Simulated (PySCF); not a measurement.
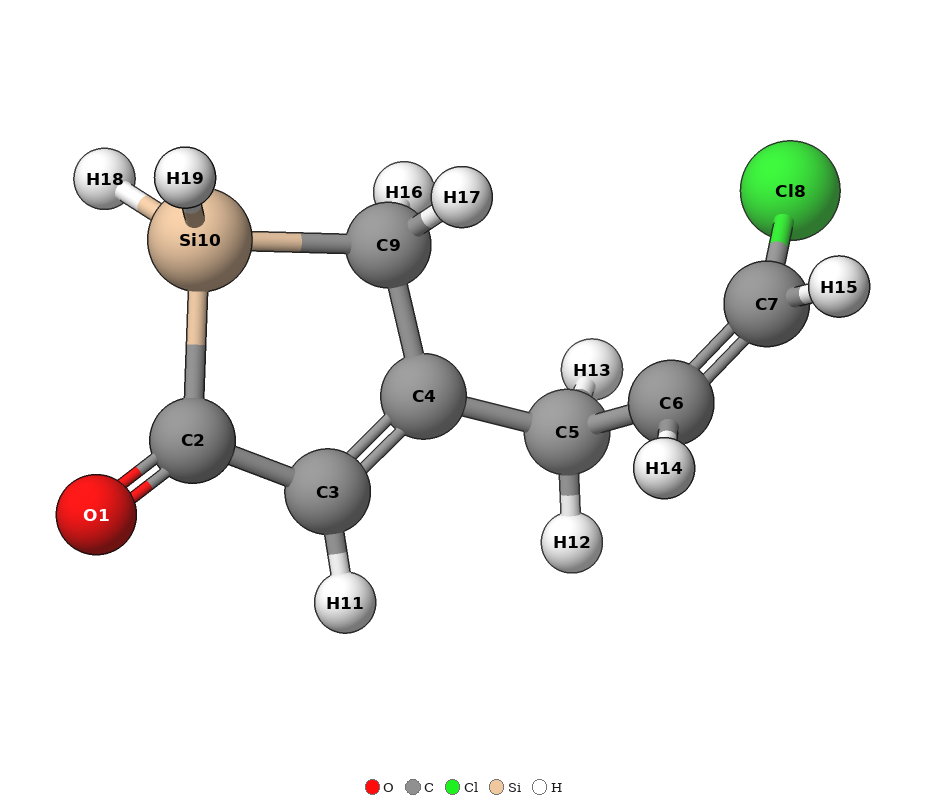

The computed structure is the end point of a GFN2-xTB optimisation. No frequency run is at hand to confirm it as a minimum. Electric field gradients from the ground-state density, PBE0/pcSseg-1 (PySCF 2.14.0), non-relativistic apart from any core potentials.

Give the largest field-gradient component, the quadrupole coupling constant and the asymmetry for 17O at O1 (Q = −25.6 mb), 35Cl at Cl8 (Q = −81.7 mb).

```json
{"atom": "O1", "V_zz (a.u.)": "−2.034", "e²qQ/h (MHz)": "12.24", "η": "0.48"}
{"atom": "Cl8", "V_zz (a.u.)": "3.772", "e²qQ/h (MHz)": "−72.4", "η": "0.12"}
```

The geometry is semi-empirical. Around Si such bond lengths and angles can be off by a tenth of an ångström or more and by several degrees, and values that hang on the shape move with them.
